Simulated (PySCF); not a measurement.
H₂BClOSe, SMILES OB([SeH])Cl at its B3LYP/def2-SVP optimised geometry (Å):

```
6

B     -0.2029    -0.0511     0.0000
Cl    -1.0424     1.5235     0.0000
O     -0.8945    -1.2071    -0.0001
H     -1.8546    -1.0876    -0.0003
Se     1.7515    -0.0511     0.0000
H      1.8546    -1.5235     0.0000
```

Method: B3LYP/def2-TZVP (PySCF).

Map of the HOMO amplitude (bohr^(-3/2)) on the plane z = 1.0 Å; orbital energy -7.15 eV, overall sign arbitrary:

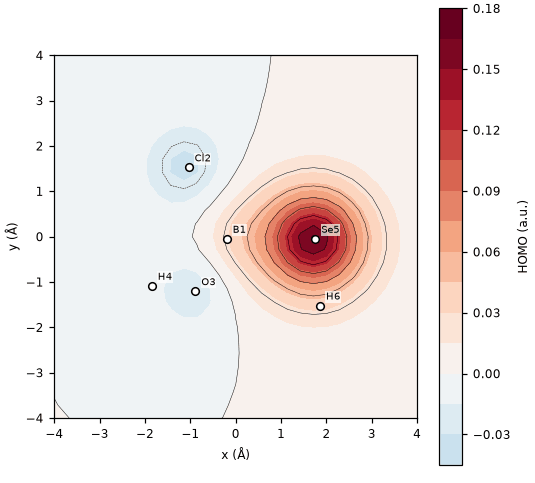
Figure: HOMO amplitude (bohr^(-3/2)) on the plane z = 1.0 Å.
